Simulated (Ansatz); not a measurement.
The relaxed structure here is a generated cell of CuI: the first start was made by placing the elements on the sites of a structure type, and the end was not matched to a known phase here, so it may be hypothetical. Known forms of CuI include space group No. 216.

One stationary structure of CuI. Space group I2₁3 (No. 199), AFLOW prototype AB_cI16_199_a_a (B_a). Level of theory: PBE (plane waves to 420 eV, PAW, scalar-relativistic; Ansatz, an electronic-structure program).

```cif
data_Cu4I4
_chemical_formula_sum 'Cu4 I4'
_space_group_name_H-M_alt 'P 1'
_space_group_IT_number 1
_cell_length_a 6.77389
_cell_length_b 6.77389
_cell_length_c 6.77389
_cell_angle_alpha 109.471
_cell_angle_beta 109.471
_cell_angle_gamma 109.471
loop_
_space_group_symop_operation_xyz
  'x, y, z'
loop_
_atom_site_label
_atom_site_type_symbol
_atom_site_fract_x
_atom_site_fract_y
_atom_site_fract_z
_atom_site_occupancy
Cu1 Cu 0.84414 0.84414 0.84414 1
Cu2 Cu 0.50000 0.00000 0.65586 1
Cu3 Cu 0.00000 0.65586 0.50000 1
Cu4 Cu 0.65586 0.50000 0.00000 1
I1 I 0.48247 0.48247 0.48247 1
I2 I 0.50000 0.00000 0.01753 1
I3 I 0.00000 0.01753 0.50000 1
I4 I 0.01753 0.50000 0.00000 1
```

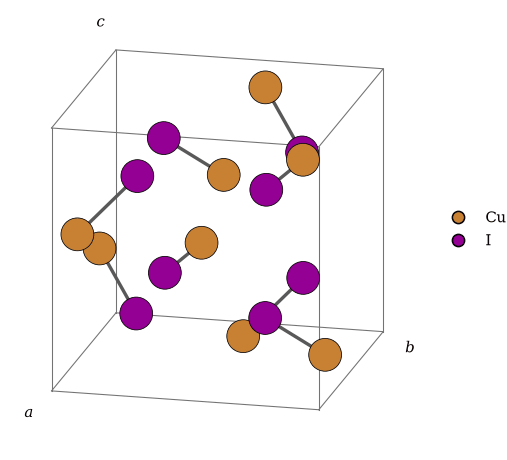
The conventional cell of the relaxed structure

```json
{
 "volume_per_atom": "29.91 Å³",
 "band_gap": "0.23 eV, direct within 0.03 eV (at Γ) (no spin-orbit coupling)",
 "smallest_direct_gap": "0.25 eV at Γ",
 "shortest_distances": "Cu–I 2.45 Å; Cu–Cu 2.95 Å",
 "k-mesh": "6×6×6"
}
```

Band energies at high-symmetry points (eV from the VBM; labels of this space group; no spin-orbit coupling), from −5 eV up to 5.2 eV:

```tsv
point	energies
Γ	-4.64 -4.17 -4.17 -4.17 -3.82 -3.82 -2.62 -2.62 -2.62 -2.27 -2.27 -2.27 -2.04 -1.91 -1.91 -1.65 -1.65 -1.65 -1.49 -1.49 -1.48 -1.48 -1.48 -1.42 -1.42 -1.42 -0.52 -0.52 -0.52 -0.02 -0.02 -0.02 0.23 0.51 0.51 0.51 4.13 4.13
H	-3.65 -3.65 -3.65 -2.84 -2.45 -2.45 -2.45 -2.03 -2.03 -1.85 -1.85 -1.85 -1.61 -1.61 -1.61 -1.39 -1.39 -1.39 -1.35 -1.35 -1.13 -1.13 -1.13 -0.48 -0.48 -0.48 -0.43 -0.43 -0.06 2.22 2.22 2.22 2.77 2.97 2.97 2.97 4.65 4.65 4.65
N	-4.53 -4.44 -3.98 -3.73 -3.52 -3.35 -3.04 -2.98 -2.92 -2.90 -2.42 -2.25 -1.92 -1.84 -1.79 -1.78 -1.68 -1.59 -1.55 -1.53 -1.42 -1.40 -1.39 -1.34 -1.33 -1.11 -1.09 -1.07 -1.01 -0.77 -0.34 -0.23 1.55 1.89 2.17 2.24 3.41 3.81 4.87 4.89
P	-4.05 -4.05 -3.80 -3.80 -3.17 -3.17 -3.10 -3.10 -3.07 -3.07 -2.87 -2.87 -1.83 -1.83 -1.78 -1.78 -1.72 -1.72 -1.53 -1.53 -1.44 -1.44 -1.38 -1.38 -1.23 -1.23 -1.09 -1.09 -0.87 -0.87 -0.86 -0.86 2.21 2.21 2.32 2.32 4.23 4.23 5.15 5.15
```

No spin polarisation in the result. Spin-orbit coupling is missing; with elements this heavy it can move band edges by tenths of an eV or more.

The run could not lose the symmetry of its start, so the end can be a saddle point.
